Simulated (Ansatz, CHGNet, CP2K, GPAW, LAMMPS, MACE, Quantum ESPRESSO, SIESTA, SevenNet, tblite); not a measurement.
# Glassy 71SiO2-12Al2O3-17CaO (mol %) (74 atoms) in GPAW

Wanted: GPAW inputs and outputs for glassy 71SiO2-12Al2O3-17CaO (mol %) (74 atoms), checked against a plane-wave reference.

Calculated with GPAW 26.7.0; the method is named at each step.

## 1. The starting structure

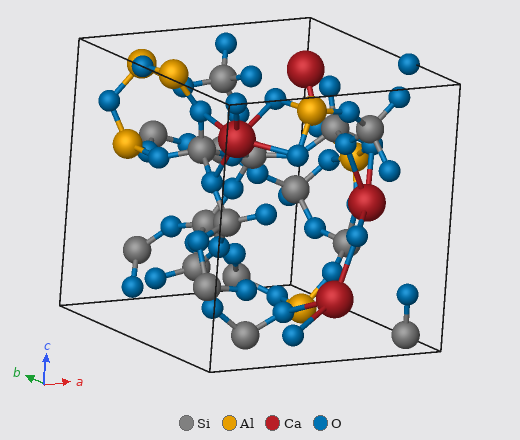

The starting structure, seen slightly off an axis (silicon grey, aluminium orange, calcium red, oxygen blue). Bonds to atoms that aren't drawn are left out.

The cell holds 74 atoms: 17 Si, 6 Al, 4 Ca and 47 O. Cell: a = 9.897 Å, b = 9.897 Å, c = 9.897 Å, α = 90.0°, β = 90.0°, γ = 90.0°. 74 atoms (17 Si, 6 Al, 4 Ca, 47 O) placed at random at 2.49 g/cm³, melted at 4000 K for 10 ps at fixed volume with the Morse and Coulomb pair potential with partial charges (Pedone, Malavasi, Menziani, Cormack and Segre, J. Phys. Chem. B 110, 11780 (2006)). Quenched from 4000 K to 300 K at 500 K/ps and fixed volume, held 10 ps at zero pressure.

The yardstick, on the same geometry:

```
method                                           : Kohn-Sham DFT, PBE, SSSP efficiency 1.3.0 pseudopotentials, plane waves (Quantum ESPRESSO 7.5); sssp-pbe-1.3.0-efficiency, cutoffs 60/480 Ry, Γ point
r.m.s. force component                           : 1.425 eV/Å
longest force                                    : 4.91 eV/Å
pressure                                         : 6.921 GPa
gap (highest filled to lowest empty level) : 2.909 eV
time                                             : 3.8 min on 2 MPI ranks of Arm Neoverse V2, shared host
CPU time                                         : 7.7 min
```

## 2. PBE, LCAO dzp, h 0.18 Å

Method: Kohn-Sham DFT, PBE, PAW, atomic orbitals (dzp).

run.py reads:

```python
import numpy as np
from ase.io import read
from gpaw import GPAW, FermiDirac

atoms = read("structure.xyz")
atoms.calc = GPAW(
    mode="lcao",
    basis="dzp",
    h=0.18,
    xc="PBE",
    kpts={"size": (1, 1, 1), "gamma": True},
    occupations=FermiDirac(0.05),
    maxiter=200,
    symmetry={"point_group": False},
    txt="gpaw.txt",
)
energy = atoms.get_potential_energy(force_consistent=True)
forces = atoms.get_forces()
print(f"energy {energy:.6f} eV")
print("forces (eV/A)")
for i, (a, f) in enumerate(zip(atoms, forces)):
    print(f"{i:4d} {a.symbol:2s} {f[0]:10.5f} {f[1]:10.5f} {f[2]:10.5f}")
print(f"Fermi level {atoms.calc.get_fermi_level():.4f} eV")
for k in range(len(atoms.calc.get_ibz_k_points())):
    for s in range(atoms.calc.get_number_of_spins()):
        e = atoms.calc.get_eigenvalues(kpt=k, spin=s)
        n = np.searchsorted(e, atoms.calc.get_fermi_level())
        print(f"k {k} spin {s} levels about the Fermi level:", np.round(e[max(n - 6, 0):n], 4).tolist(), "|", np.round(e[n:n + 6], 4).tolist())
```

structure.xyz reads:

```xyz
74
Lattice="9.89690 0.00000 0.00000 0.00000 9.89690 0.00000 0.00000 0.00000 9.89690" Properties=species:S:1:pos:R:3 pbc="T T T"
Si 7.40387 4.09494 7.43930
Si 0.12163 0.74920 2.96660
Si 1.87220 2.36338 4.81187
Si 9.49984 1.73849 0.21565
Si 6.38855 9.67709 5.33007
Si 4.06941 6.96049 3.44551
Si 2.14416 4.52001 2.59922
Si 8.58368 8.09557 4.08801
Si 5.07355 5.78028 6.22485
Si 9.05339 5.25387 2.76905
Si 5.99435 7.61933 1.17823
Si 2.74946 9.27993 1.99927
Si 6.91783 1.14596 8.18018
Si 4.24834 6.80115 8.84169
Si 4.02339 3.86613 0.09412
Si 3.34832 9.68006 6.12539
Si 2.14545 4.72171 6.90190
Al 9.27874 5.49713 5.87836
Al 1.31272 7.72156 9.40107
Al 3.98004 0.58372 9.22975
Al 0.69793 4.73685 9.80674
Al 6.94762 4.73102 0.64567
Al 0.94595 7.71077 6.46099
Ca 8.02065 2.63535 4.99902
Ca 8.21482 7.45722 8.72006
Ca 5.96536 1.19861 1.94029
Ca 1.72721 1.90921 8.02639
O 9.21065 9.41462 3.49232
O 3.19907 0.12064 7.75204
O 6.25306 4.66164 6.36648
O 6.57946 0.97207 4.28892
O 0.44091 8.33497 7.94256
O 1.99462 8.28143 0.94387
O 1.66288 0.51246 2.78924
O 6.67061 8.89751 1.61458
O 7.17981 0.08709 6.87478
O 8.08468 6.21565 6.92169
O 2.76589 7.13052 8.58992
O 3.64463 0.24861 1.02106
O 5.24575 6.72029 2.30697
O 2.90909 5.81839 3.12643
O 6.81352 2.47551 7.30658
O 2.75896 4.21262 1.11865
O 5.66053 0.71149 9.02508
O 0.39162 6.29166 9.73291
O 0.84995 0.82164 9.68629
O 7.97265 4.42490 1.97206
O 4.85651 9.63127 5.67607
O 7.30936 4.50111 8.89603
O 0.65428 4.86660 2.21493
O 3.63978 4.97379 6.50959
O 5.07335 6.88557 7.45613
O 0.35757 1.86784 4.36483
O 8.15356 1.25216 9.24024
O 1.74086 3.31596 6.07214
O 4.39224 5.24209 9.30952
[... 14 atom lines left out ...]
O 7.16070 8.48669 4.69746
O 9.28369 1.48048 1.79114
O 2.72561 1.17545 5.34155
O 9.60276 7.60122 5.22032
```

Started as:

```sh
$ OMP_NUM_THREADS=1 python run.py > output.txt
```

Output:

```text
energy -517.161838 eV
forces (eV/A)
   0 Si   -0.35027    0.58298   -2.66016
   1 Si    1.43116    1.16846    2.70423
   2 Si   -1.55802    0.91940   -2.29758
   3 Si    0.55135   -2.78493   -2.10080
   4 Si    1.94171    2.90763    3.04396
   5 Si    1.26450   -3.92884   -1.63573
   6 Si    2.51976    2.57681   -1.78476
   7 Si    0.61260   -3.32842   -1.20534
   8 Si   -0.50723   -0.87279    2.85142
   9 Si   -0.37632    1.79075    1.40016
  10 Si   -0.54121   -3.07706   -0.07445
  11 Si   -4.74620    0.18832   -2.33861
  12 Si    0.98786   -0.87183   -1.73814
  13 Si    0.86685   -1.25090    0.21904
  14 Si    0.84823   -0.03801    1.54838
  15 Si   -1.02427    2.22733    1.46373
  16 Si   -0.32226    0.47411   -1.94378
  17 Al   -1.21672    0.58030    2.06247
  18 Al    0.68318    0.33689   -1.43666
  19 Al    0.06998    1.19660    0.59492
  20 Al    2.59801   -2.97394   -0.24388
  21 Al   -2.58954    0.33278   -0.27445
  22 Al    0.61432   -0.39252   -0.45350
  23 Ca    0.13280    0.13484    0.24969
[...]
66 O     1.69073   -1.16939    1.83145
  67 O    -0.59979    1.55593   -0.49339
  68 O    -0.40808    1.69091   -0.46157
  69 O    -0.61793    2.47563   -0.37556
  70 O    -0.44524   -3.58301   -0.64568
  71 O    -2.82041    1.27047    0.98111
  72 O     2.14669   -2.46459    0.94361
  73 O     0.76037   -0.79668    0.81721
Fermi level 5.2021 eV
k 0 spin 0 levels about the Fermi level: [2.5188, 2.5462, 2.6005, 2.741, 3.5983, 3.7096] | [6.5511, 7.6185, 7.8135, 7.989, 8.0805, 8.2631]
```

gpaw.txt:

```text
Input parameters:
  mode=LCAO(),
  basis={'default': 'dzp'},
  h=0.18,
  kpts=MonkhorstPack(size=(1, 1, 1), gamma=True),
  maxiter=200,
  occupations=Occupations(name='fermi-dirac', width=0.05, fixmagmom=False),
  symmetry=Symmetry(point_group=False),
  xc=XC(name='PBE')
Unit cell  # Å
| periodic |        x |        y |        z |  lengths |    angles |
|----------|----------|----------|----------|----------|-----------|
|      yes | 9.896900 | 0.000000 | 0.000000 | 9.896900 | 90.000000 |
|      yes | 0.000000 | 9.896900 | 0.000000 | 9.896900 | 90.000000 |
|      yes | 0.000000 | 0.000000 | 9.896900 | 9.896900 | 90.000000 |
Number of symmetries: 1
Symmetry operations  # r_c * U_cc + t_c -> r_c
|   | kind |            matrix            |
|---|------|------------------------------|
| 0 |  E   |  1, 0, 0,  0, 1, 0,  0, 0, 1 |
BZ-sampling:
  Number of BZ points: 1
  Number of IBZ points: 1
  Monkhorst-Pack size: [1, 1, 1]
  Monkhorst-Pack shift: [0, 0, 0]
[... lines left out ...]
eigensolver:
density mixing:
  MSR1-Mixer
occupation numbers:
  Fermi-Dirac:
    width: 0.0500  # eV
FastPoissonSolver using
    Stencil: 6*3+1=19 point O(h^6) finite-difference Laplacian
xc functional:
  name: PBE with 2 nearest neighbor stencil
interpolation: tri-quintic # 5. degree polynomial
Initialization done in: 8.513 s
convergence criteria:
- Maximum [total energy] change in last 3 cyles: 0.0005 eV / valence electron
- Maximum integral of absolute [dens]ity change: 0.0001 electrons / valence electron
- Maximum integral of absolute [eigenst]ate change: 4e-08 eV^2 / valence electron
maximum number of iterations: 200
SCF iterations
|iter     |      energy | eigst |  dens |
|---------|-------------|-------|-------|
|iter:   1| -564.691141 |      c|       |
|iter:   2| -552.391621 |      c| -0.79 |
|iter:   3| -516.550794 |      c| -0.84 |
|iter:   4| -516.982387 |      c| -1.45 |
|iter:   5| -517.208329 |      c| -1.75 |
|iter:   6| -517.162961 |      c| -2.27 |
|iter:   7| -517.162092c|      c| -3.02 |
|iter:   8| -517.161862c|      c| -3.38 |
|iter:   9| -517.161840c|      c| -3.82 |
|iter:  10| -517.161838c|      c| -4.36c|
Converged in 10 steps
SCF loop duration: 116.557 s (11.656 s/step)
Energy contributions relative to reference atoms: (reference = -343651.926925)
Energy contributions:
  Kinetic:         691.938326
  Coulomb:        -586.857963
  Zero:              5.513009
  External:          0.000000
  Xc:             -627.755210
  Entropy:          -0.000000
  Spinorbit:         0.000000
  ----------------------------
  Free energy:    -517.161838
  Extrapolated:   -517.161838
dipole moment: (10.058328, -28.401497, 82.034627)  # |e|*Ang
Fermi level: 5.202
Eigenvalues  # (at kpt = [0.000, 0.000, 0.000])
| band index |      eig [eV] | occ [0-2] |
|------------|---------------|-----------|
|          0 |       -37.118 |     2.000 |
|        ... |               |           |
|        196 |         2.398 |     2.000 |
|        197 |         2.454 |     2.000 |
[...]
|        211 |         8.454 |     0.000 |
|        ... |               |           |
|        248 |        11.202 |     0.000 |
Gap: 2.841 eV
Transition (v -> c):
  (s=0, k=0, n=203, [0.00, 0.00, 0.00]) -> (s=0, k=0, n=204, [0.00, 0.00, 0.00])
No difference between direct/indirect transitions
Force computation time: 28.899  # s
timing:  # [seconds]
  Total:  153.999  # ━━━━━━━━━━━━━━━━━━━━━━━━━━━━━━━━━━━━━━━━━━━━━━━━━━━━━━━━
  Init:     8.513  # ━━━
  SCF:    116.557  # ━━━━━━━━━━━━━━━━━━━━━━━━━━━━━━━━━━━━━━━━━━╸
  Forces:  28.899  # ━━━━━━━━━━╸
```

Run time: 2.6 min. Hardware: 1 thread of Arm Neoverse V2, shared host; peak memory 1.5 GiB.

Banners, paths, timers and routine set-up lines are dropped from the logs unmarked, and long logs keep their key lines alone; longer cuts are marked.

Numbers from this run, and their distance from the reference:

* r.m.s. force component: 1.621 eV/Å
* r.m.s. difference of force components: 308 meV/Å
* longest difference of force vectors: 1052 meV/Å
* force difference over r.m.s. force: 21.61 %
* slope of forces against the reference's: 1.124
* correlation of force components: 0.9878
* gap (highest filled to lowest empty level): 2.841 eV
* gap difference: -0.0673 eV

Length of the force difference by element (eV/Å):

| element | atoms | mean | most |
| --- | --- | --- | --- |
| Al | 6 | 0.24 | 0.33 |
| Ca | 4 | 0.098 | 0.18 |
| O | 47 | 0.61 | 1.1 |
| Si | 17 | 0.26 | 0.53 |

Levels nearest the highest filled one (eV from it): -1.19, -1.16, -1.11, -0.97, -0.11, 0.00, 2.84, 3.91, 4.10, 4.28, 4.37, 4.55.

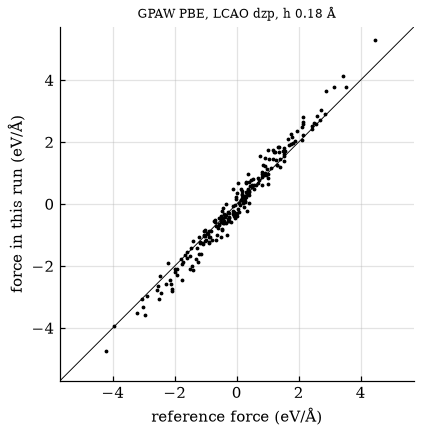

Force components against those of the reference; the line marks equality.

The surroundings of Ca24, one of the 4 Ca atoms, nearest first, numbered as they follow in the input and with coordinates relative to it.

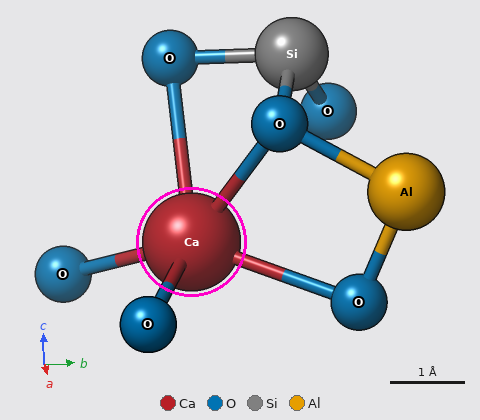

The atoms of the table, within 3.2 Å (arrows a, b, c point along x, y, z); some may hide others; the central atom is ringed.

| atom | x | y | z | distance (Å) | bonds | Fx | Fy | Fz (eV/Å) |
| --- | --- | --- | --- | --- | --- | --- | --- | --- |
| Ca24 | 0.00 | 0.00 | 0.00 | 0.00 | 5 | 0.13 | 0.13 | 0.25 |
| O64 | 0.84 | 1.18 | 1.80 | 2.31 | 3 | 1.73 | -0.58 | -1.67 |
| O31 | -1.44 | -1.66 | -0.71 | 2.31 | 3 | 0.37 | 2.80 | -1.87 |
| O53 | 2.23 | -0.77 | -0.63 | 2.45 | 3 | -2.45 | -1.00 | -0.84 |
| O63 | 1.08 | 2.20 | -0.68 | 2.54 | 3 | -0.29 | -2.59 | 0.49 |
| O42 | -1.21 | -0.16 | 2.31 | 2.61 | 3 | -0.39 | 1.91 | -1.08 |
| Si1 | -0.62 | 1.46 | 2.44 | 2.91 | 4 | -0.35 | 0.58 | -2.66 |
| O30 | -1.77 | 2.03 | 1.37 | 3.02 | 2 | -1.06 | -0.27 | -1.79 |
| Al18 | 1.26 | 2.86 | 0.88 | 3.25 | 4 | -1.22 | 0.58 | 2.06 |

Atoms are counted from 1 here, from 0 in the log.

Forces lie 22 % from the reference's, at 0.34 times its CPU time (on 1 against 2 cores).

## 3. PBE, LCAO sz(dzp), h 0.18 Å

Method: Kohn-Sham DFT, PBE, PAW, atomic orbitals (sz(dzp)).

Edit run.py of step 2 so:

```diff
@@ -7,3 +7,3 @@
     mode="lcao",
-    basis="dzp",
+    basis="sz(dzp)",
     h=0.18,
```

structure.xyz is that of step 2.

Output:

```text
energy -405.372971 eV
forces (eV/A)
   0 Si   -1.49601    1.13609   -2.12364
   1 Si   -0.21198    1.30529    3.26041
   2 Si   -0.51198    0.79073   -2.82932
   3 Si   -1.99156   -2.28729   -1.75291
   4 Si    0.85673    1.38399    4.06901
   5 Si    1.22044   -3.94873   -0.05332
   6 Si    2.99551    2.58668   -1.31174
   7 Si   -0.39335   -3.18798   -2.24283
   8 Si    0.11601   -0.81319    1.51220
   9 Si   -0.23727    1.86434    0.09308
  10 Si   -0.66130   -3.05032    0.15854
  11 Si   -4.88336    0.80349   -0.95921
  12 Si    1.51098   -1.85121   -0.83778
  13 Si    1.14930   -0.96226    0.22709
  14 Si   -0.17949    0.21638    1.44478
  15 Si   -0.23875    2.36409    0.39118
  16 Si    0.08309    0.24193   -2.64403
  17 Al   -0.31981    0.41495    1.22112
  18 Al    0.72994    0.83871   -0.73112
  19 Al    0.35278    0.86138    1.06540
  20 Al    2.58700   -3.57301    0.02809
  21 Al   -2.10206   -0.16648   -0.14011
  22 Al    1.32227   -0.30602   -1.46516
  23 Ca    0.31423    0.02415   -0.07104
[...]
66 O     3.40920   -1.68657    2.72128
  67 O    -0.83053    2.39621   -0.47240
  68 O     0.35865    3.46159   -0.75516
  69 O    -0.71276    2.87881   -0.55990
  70 O    -0.45529   -3.95301   -0.82804
  71 O    -3.28044    1.60108    0.89277
  72 O     2.42994   -2.92953    1.47050
  73 O     1.92597   -1.56335    2.08095
Fermi level 6.1998 eV
k 0 spin 0 levels about the Fermi level: [3.7709, 3.8017, 3.8526, 4.0078, 4.8532, 4.9427] | [7.3545, 8.7802, 8.9467, 9.109, 9.1672, 9.3028]
```

gpaw.txt:

```text
Input parameters:
  mode=LCAO(),
  basis={'default': 'sz(dzp)'},
  h=0.18,
  kpts=MonkhorstPack(size=(1, 1, 1), gamma=True),
  maxiter=200,
  occupations=Occupations(name='fermi-dirac', width=0.05, fixmagmom=False),
  symmetry=Symmetry(point_group=False),
  xc=XC(name='PBE')
Unit cell  # Å
| periodic |        x |        y |        z |  lengths |    angles |
[... lines left out ...]
  Fermi-Dirac:
[... lines left out ...]
convergence criteria:
- Maximum [total energy] change in last 3 cyles: 0.0005 eV / valence electron
[... lines left out ...]
Converged in 10 steps
[... lines left out ...]
  Free energy:    -405.372971
  Extrapolated:   -405.372971
dipole moment: (8.916511, -28.002776, 80.258693)  # |e|*Ang
Fermi level: 6.200
Eigenvalues  # (at kpt = [0.000, 0.000, 0.000])
| band index |      eig [eV] | occ [0-2] |
|------------|---------------|-----------|
|          0 |       -35.711 |     2.000 |
|        ... |               |           |
|        196 |         3.615 |     2.000 |
|        197 |         3.672 |     2.000 |
[...]
|        211 |         9.557 |     0.000 |
|        ... |               |           |
|        248 |        12.782 |     0.000 |
Gap: 2.412 eV
Transition (v -> c):
  (s=0, k=0, n=203, [0.00, 0.00, 0.00]) -> (s=0, k=0, n=204, [0.00, 0.00, 0.00])
No difference between direct/indirect transitions
Force computation time: 7.031  # s
timing:  # [seconds]
  Total:  47.917  # ━━━━━━━━━━━━━━━━━━━━━━━━━━━━━━━━━━━━━━━━━━━━━━━━━━━━━━━━━
  Init:    6.136  # ━━━━━━━╸
  SCF:    34.722  # ━━━━━━━━━━━━━━━━━━━━━━━━━━━━━━━━━━━━━━━━━╸
  Forces:  7.031  # ━━━━━━━━╸
```

Elapsed: 49 s, on 1 thread; peak memory 1.1 GiB.

Against the reference:

```yaml
r_m_s_force_component: 2.081 eV/Å
r_m_s_difference_of_force_components: 1080 meV/Å
longest_difference_of_force_vectors: 4449 meV/Å
force_difference_over_r_m_s_force: 75.77 %
slope_of_forces_against_the_reference_s: 1.279
correlation_of_force_components: 0.876
spacing_of_highest_filled_and_lowest_empty_level: 2.412 eV
gap_difference: -0.497 eV
```

This is a coarse setting, run to see what it loses.

Against the first run (22 %), the force difference from the reference is 76 %, at 0.32 times the CPU time, with 332 basis functions against 1026: the smaller basis costs accuracy.

## 4. revPBE, LCAO dzp, h 0.18 Å

Method: Kohn-Sham DFT, revPBE, PAW, atomic orbitals (dzp).

Edit run.py of step 3 so:

```diff
@@ -7,5 +7,5 @@
     mode="lcao",
-    basis="sz(dzp)",
+    basis="dzp",
     h=0.18,
-    xc="PBE",
+    xc="revPBE",
     kpts={"size": (1, 1, 1), "gamma": True},
```

structure.xyz is that of step 3.

Output:

```text
energy -493.827967 eV
forces (eV/A)
   0 Si   -0.33855    0.61728   -2.68644
   1 Si    1.45365    1.17522    2.71674
   2 Si   -1.54731    0.90929   -2.33016
   3 Si    0.56549   -2.81134   -2.13072
   4 Si    1.95435    2.94664    3.08154
   5 Si    1.26900   -3.94863   -1.64168
[...]
71 O    -2.92702    1.31477    1.01993
  72 O     2.21871   -2.47784    0.92787
  73 O     0.78149   -0.77837    0.81090
Fermi level 5.3492 eV
k 0 spin 0 levels about the Fermi level: [2.6508, 2.6817, 2.7345, 2.8708, 3.7387, 3.8532] | [6.8473, 7.8623, 8.0609, 8.2082, 8.2872, 8.5063]
```

gpaw.txt:

```text
Input parameters:
  mode=LCAO(),
  basis={'default': 'dzp'},
  h=0.18,
  kpts=MonkhorstPack(size=(1, 1, 1), gamma=True),
  maxiter=200,
  occupations=Occupations(name='fermi-dirac', width=0.05, fixmagmom=False),
[... lines left out ...]
  Fermi-Dirac:
[... lines left out ...]
convergence criteria:
- Maximum [total energy] change in last 3 cyles: 0.0005 eV / valence electron
[... lines left out ...]
Converged in 10 steps
[... lines left out ...]
  Free energy:    -493.827967
[... lines left out ...]
Fermi level: 5.349
[... lines left out ...]
|        ... |               |           |
|        248 |        11.423 |     0.000 |
Gap: 2.994 eV
Transition (v -> c):
  (s=0, k=0, n=203, [0.00, 0.00, 0.00]) -> (s=0, k=0, n=204, [0.00, 0.00, 0.00])
No difference between direct/indirect transitions
Force computation time: 29.724  # s
timing:  # [seconds]
  Total:  157.015  # ━━━━━━━━━━━━━━━━━━━━━━━━━━━━━━━━━━━━━━━━━━━━━━━━━━━━━━━━
  Init:     8.530  # ━━━
  SCF:    118.732  # ━━━━━━━━━━━━━━━━━━━━━━━━━━━━━━━━━━━━━━━━━━╸
  Forces:  29.724  # ━━━━━━━━━━╸
```

Run time: 2.6 min. Hardware: 1 thread; peak memory 1.5 GiB.

Against the reference:

* r.m.s. force component: 1.65 eV/Å
* r.m.s. difference of force components: 344.9 meV/Å
* longest difference of force vectors: 1180 meV/Å
* force difference over r.m.s. force: 24.21 %
* slope of forces against the reference's: 1.141
* correlation of force components: 0.9855
* gap (highest filled to lowest empty level): 2.994 eV
* gap difference: 0.0853 eV

Against the first run (22 %), the force difference from the reference is 24 %, at 1.0 times the CPU time; the model has changed, so this is no error of the program alone.

## 5. The ladder

Differences are against the plane-wave reference, forces as r.m.s. over components; share is that over the reference's r.m.s. force, slope the least-squares factor from reference forces to these. Total energies of different programs have different zeros and aren't compared.

| run | Δ force, r.m.s. (meV/Å) | share (%) | slope | Δ gap (eV) | cores | CPU time | memory (GiB) |
| --- | --- | --- | --- | --- | --- | --- | --- |
| reference | - | - | - | - | 2 | 7.7 min | 2.8 |
| GPAW PBE, LCAO dzp, h 0.18 Å | 308 | 21.6 | 1.124 | -0.0673 | 1 | 2.6 min | 1.5 |
| GPAW PBE, LCAO sz(dzp), h 0.18 Å (coarse) | 1080 | 75.8 | 1.279 | -0.497 | 1 | 49 s | 1.1 |
| GPAW revPBE, LCAO dzp, h 0.18 Å | 345 | 24.2 | 1.141 | 0.0853 | 1 | 2.6 min | 1.5 |

Rows marked coarse were listed beforehand as settings not expected to be converged; some can still land near the reference.

CPU time is summed over cores on a shared host, where runs went side by side, so it is rough. Symmetry, cutoffs, thresholds, outputs and thread counts weren't matched or tuned between programs; memory under MPI is the largest rank's times the ranks.

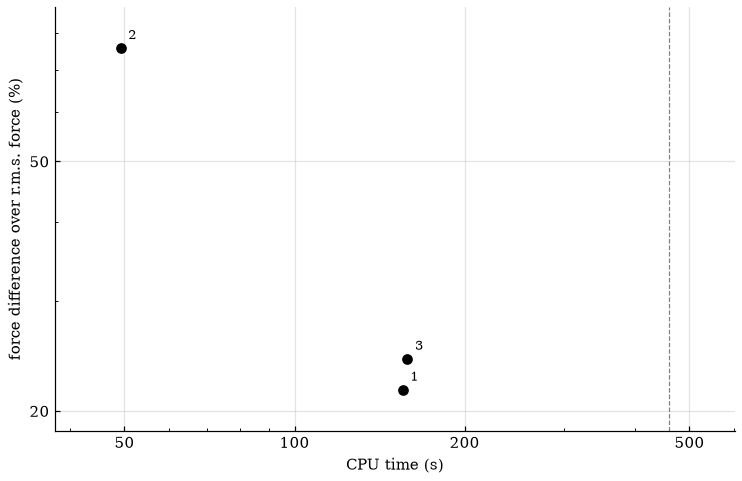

Force difference against CPU time; the dashed line marks the reference's time. Points: 1 GPAW PBE, LCAO dzp, h 0.18 Å; 2 GPAW PBE, LCAO sz(dzp), h 0.18 Å; 3 GPAW revPBE, LCAO dzp, h 0.18 Å.

## 6. Results

| Item | Value |
| --- | --- |
| nearest in forces | GPAW PBE, LCAO dzp, h 0.18 Å, 22 % |
| its CPU time | 2.6 min |

In words: The PBE run in local orbitals, coarse settings apart, differs by 22 % (GPAW PBE, LCAO dzp, h 0.18 Å); basis, grid and potentials can all enter. Rows with another functional or a dispersion term differ by 24 % (GPAW revPBE, LCAO dzp, h 0.18 Å), which mixes the change of model with differences of basis and potentials. Runs with settings chosen to be coarse differ by 76 % (GPAW PBE, LCAO sz(dzp), h 0.18 Å), their programs' other errors included. Of the electronic-structure runs that take under half the reference's CPU time, GPAW PBE, LCAO dzp, h 0.18 Å comes nearest, at 22 % in 2.6 min against 7.7 min. GPAW PBE, LCAO dzp, h 0.18 Å stiffens the forces by a factor of 1.12 while following their directions (correlation 0.988). At the same functional, gaps differ from the reference's 2.91 eV by between -0.50 and -0.07 eV. The quench rate of 500 K/ps is many orders above laboratory rates, so the cell is likely richer in defects and strain than a real sample. The network of bonds at the start is that of the classical potential that made the cell, and needn't be the one that DFT or experiment would give. The electronic-structure runs sample only Γ, in a cell whose shortest periodic width is 10 Å.

[Also dropped from logs without a mark: logging warnings of Python, and SIESTA's first energy breakdown and zero terms.]

[Logs are printed without paths, hosts, clocks, repeated set-up lines and the standing remarks that a program may print on its own settings, such as how far it seeks lower states.]

[Hosts, paths, dates, database ids (printed as entryN), source tags and the programs' standing remarks are cut or masked in the printed files.]
